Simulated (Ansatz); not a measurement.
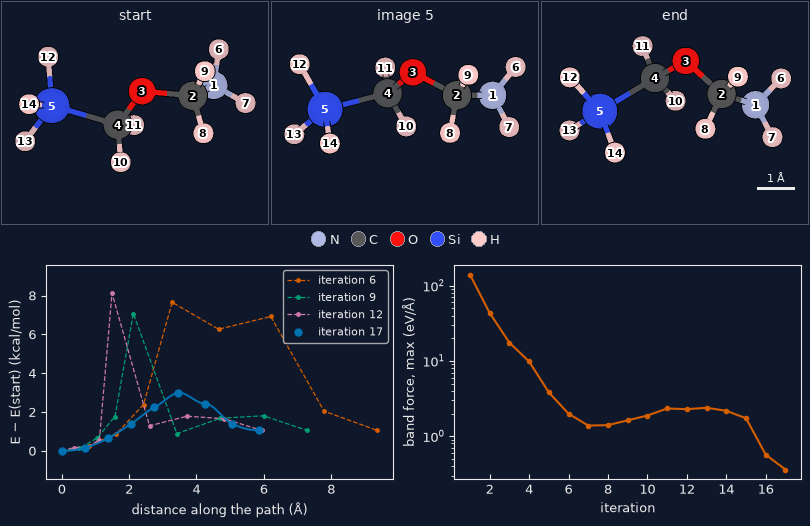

A search for the minimum-energy path of C2H9NOSi by the nudged elastic band. Images are numbered from 0 (start) to 8 (end). The plot follows the band through its iterations. A ball-and-stick model, seen from a free direction.

The calculation used Ansatz, RKS B3LYP-D4/def2-SVP. Settings: 7 movable images; climbing image; force threshold 0.5 eV/Å; iteration limit 60; starting path through a guess of the saddle point.

**Judge this run.**

The run is converged, with reservations. The band converged in 17 iterations. The largest component of the band force went from 140 to 0.36 eV/Å. The climbing image converged on the top of the path. Its curvatures weren't checked. The force threshold is loose. The first iteration put the highest image at 1532.23 kcal/mol. The highest point, image 5, lies 2.99 kcal/mol above the start and 1.93 kcal/mol above the end; the end is at +1.05 kcal/mol relative to the start.

The run took 6.9 min on 2 threads of Arm Neoverse V1, with other jobs on the host, peak memory 0.28 GiB.
